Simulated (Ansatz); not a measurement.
## Fields on a plane of MgPd (CsCl type)

```
CELL_PARAMETERS angstrom
      3.10383     0.00000     0.00000
      0.00000     3.10383     0.00000
      0.00000     0.00000     3.10383
ATOMIC_POSITIONS crystal
  Mg 0.00000 0.00000 0.00000
  Pd 0.50000 0.50000 0.50000
```

The slice is a {100} plane (indices of the conventional cell) through the point (0.000, 0.000, 0.000) (fractional), spanned by u = [100] and v = [010] in vectors of this cell: u (3.10 Å) and v (3.10 Å, at 90° to u). It covers one period; positions are fractions (u, v).

Atoms on it: Mg at (0.00, 0.00).

Method: LDA (plane waves to 420 eV, PAW, scalar-relativistic; Ansatz, a program for electronic structure). k mesh 15×15×15. These are valence fields of a PAW run, semicore shells included where kept as valence: close to a nucleus they are smooth pseudo fields. MgPd is run without spin polarisation. MgPd was relaxed with its symmetry unable to fall.

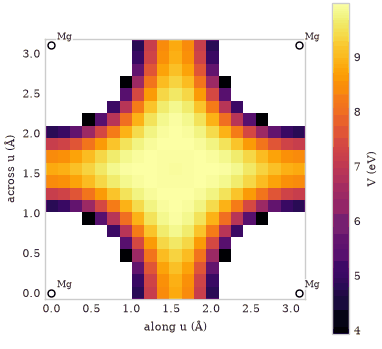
Fig. 1. Electrostatic potential energy of an electron, from the cell's mean, in eV, one period of the plane, atoms marked. Points within 1 Å of a nucleus are left white, as the pseudised field means little there. The zero, the cell's mean, hangs on the PAW cores.

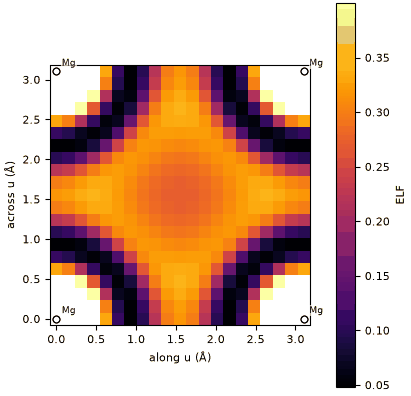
Figure. Electron localisation function (ELF), one period of the plane, atoms marked. Points within 0.5 Å of a nucleus are left white, as the pseudised field means little there.
